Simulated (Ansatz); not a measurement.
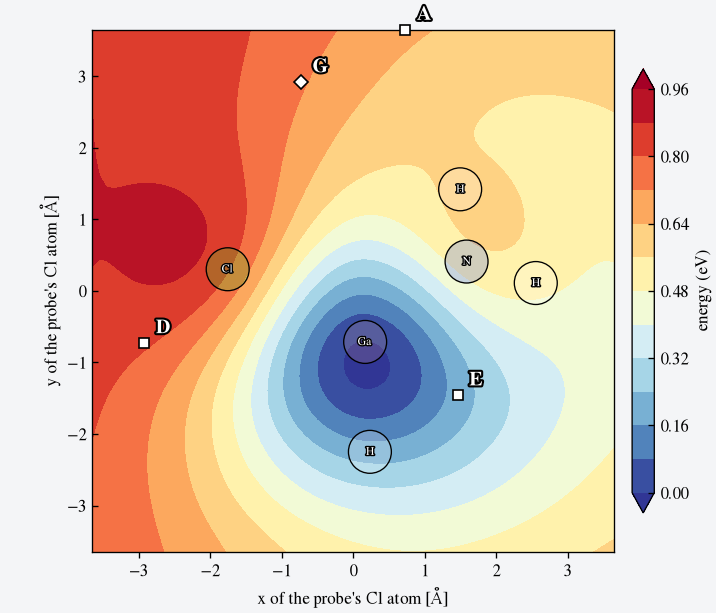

ClGaH₃N (SMILES [NH2][GaH][Cl]) with the probe Cl-. The probe is moved over a plane parallel to the molecule's main plane, 3.10 Å above it. First axis: x of the probe's Cl atom. Second axis: y of the probe's Cl atom. Nothing is relaxed (molecule and probe rigid). The scan uses an 11 × 11 grid. All energies are given in eV relative to the lowest grid point. Computed with RHF-MP2, frozen core/def2-SVPD in Ansatz 0.2.0.

The picture shows filled contours, labelled circles for the molecule's atoms, projected on the plane, one colour for all values above the top of the scale, lettered points. Between grid points the surface is interpolated.

Question: Rank the lettered points by energy, lowest first.

Answer: E (0.19 eV), A (0.66 eV), G (0.73 eV), D (0.81 eV).
